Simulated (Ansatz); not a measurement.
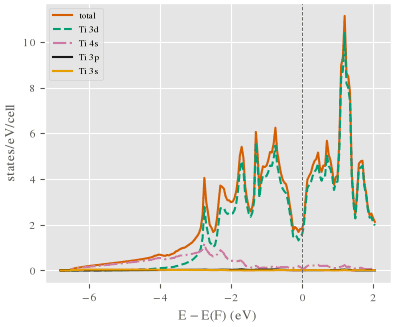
*Total and projected density of states of Ti in space group P6/mmm (No. 191; Ti on 1a, Ti on 2d), plane-wave PAW r²SCAN (Ansatz code)*

Q: Which orbitals carry the states next to the Fermi level?

A: Within 0.5 eV of the Fermi level: Ti 3d 89 %, outside the projected shells 5 %. Projections are on Löwdin-orthogonalised atomic valence shells; empty p or d shells of many metals are not among them.

Q: Where is the tallest occupied peak in this window, and what makes it?

A: Near -0.8 eV, about 6.2 states/eV per cell; the largest projected share is Ti 3d.

This is a known high-pressure phase of the composition, computed here at zero pressure and temperature. The cell was relaxed with r²SCAN under the symmetry of its start; of distortions, only those at the zone centre were tested. The run is not spin-polarised.

Potentials: the later of the program's two PAW sets.
